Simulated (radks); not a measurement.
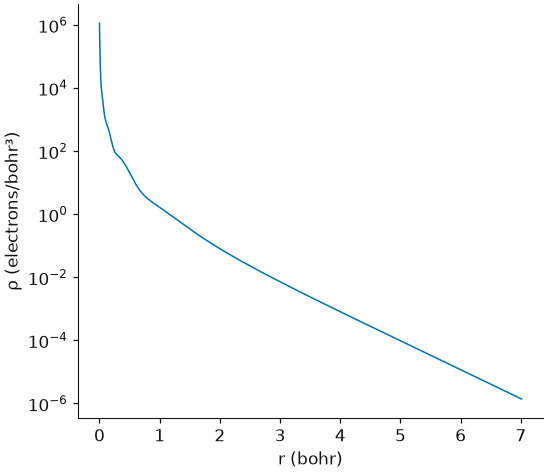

**Figure 1.** The electron density ρ(r) on a logarithmic scale. The density falls from 1.1×10⁶ electrons/bohr³ at the inner end (r = 0.00063 bohr) to 0.001 at r = 3.90 bohr, a common measure of the size of an atom or ion. The highest occupied orbital, 6s (⟨r⟩ = 2.51 bohr, −14.7 eV), is also the most diffuse and sets the fall-off far out: over the last part drawn ln ρ falls by 2.1 per bohr, against 2√(−2ε) = 2.1 for the pure exponential. The steps in the slope mark the shells; the radial density has its minima at 0.022, 0.091 and 0.26 bohr.

# Hg⁺: atomic calculation

System: Hg⁺ (Z = 80, 79 electrons) in the configuration [Xe] 4f14 5d10 6s1.
Method: Dirac Kohn-Sham, PBE, spin-unpolarised, spherical densities, finite nucleus (the in-house radial solver radks).

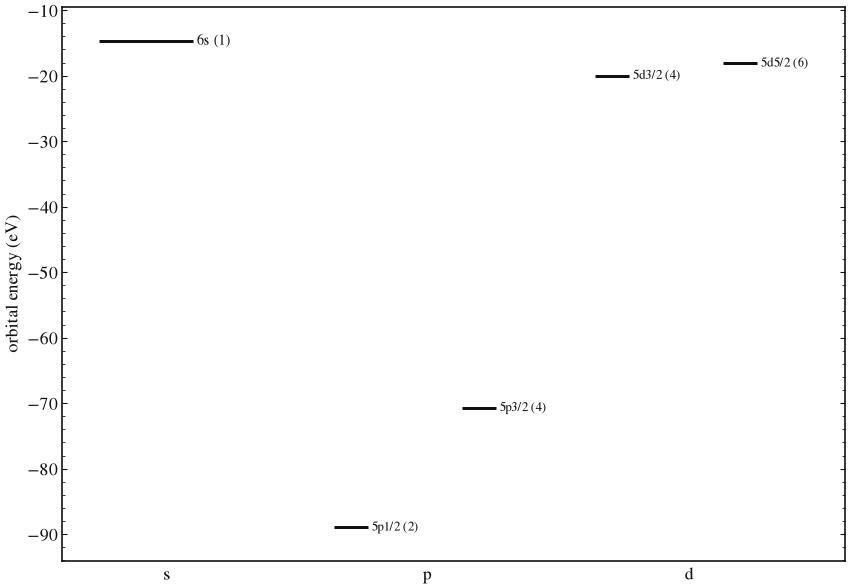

**Figure 2.** The outer levels are drawn by angular momentum (occupations in brackets, the lower j at the left of each column). The highest occupied level is 6s at −14.7 eV. From the top down the occupied levels run 6s (−14.7 eV), 5d5/2 (−18.1 eV), 5d3/2 (−20.0 eV), 5p3/2 (−70.7 eV), 5p1/2 (−89.0 eV). Spin-orbit splittings: 5d 1.87 eV, 5p 18.2 eV. The measured ionisation energy (NIST) is 18.8 eV; minus the highest level, 14.7 eV, lies 22 % below it, as is usual for a semilocal functional, whose potential decays too fast.

These pictures come from the run below.

**The input**
```
Z 80
configuration [Xe] 4f14 5d10 6s1
relativity Dirac
functional pbe,pbe
spin unpolarised
j_filling average
nucleus finite rms 5.4648 fm
c 137.035999084
```

Energies in input and log are in hartree, lengths in bohr (the nuclear radius in fm).

**Output**
```
1s1/2   1   2.0000       -3050.38187955
2s1/2   1   2.0000        -540.48976752
2p1/2   1   2.0000        -518.75042016
2p3/2   1   4.0000        -447.17842889
3s1/2   1   2.0000        -128.49964376
3p1/2   1   2.0000        -118.66872968
3p3/2   1   4.0000        -102.81580735
3d3/2   1   4.0000         -86.47874787
3d5/2   1   6.0000         -83.08169027
4s1/2   1   2.0000         -28.50906947
4p1/2   1   2.0000         -24.28655951
4p3/2   1   4.0000         -20.45889214
4d3/2   1   4.0000         -13.54334874
4d5/2   1   6.0000         -12.82964702
4f5/2   1   6.0000          -3.93178495
4f7/2   1   8.0000          -3.77771229
5s1/2   1   2.0000          -4.66193499
5p1/2   1   2.0000          -3.26909205
5p3/2   1   4.0000          -2.59876369
5d3/2   1   4.0000          -0.73465831
5d5/2   1   6.0000          -0.66581844
6s1/2   1   1.0000          -0.54060042
Etot -19656.967072163592
Ekin 22660.679433775804
Encl -49552.40624887335
Eh 7608.174188824987
Exc -373.4144458910374
err 1.226660799716258e-09
it 15
```

**Key numbers**

| quantity | value |
| --- | --- |
| outcome | converged |
| total energy | −19656.9671 hartree |
| kinetic energy | 22660.6794 hartree |
| electron–nucleus energy | −49552.4062 hartree |
| Hartree energy | 7608.1742 hartree |
| exchange–correlation energy | −373.414446 hartree |
| radius at density 0.001 e/bohr³ | 3.90 bohr |
| SCF iterations | 15 |
| hardware | 1 CPU thread, shared host |
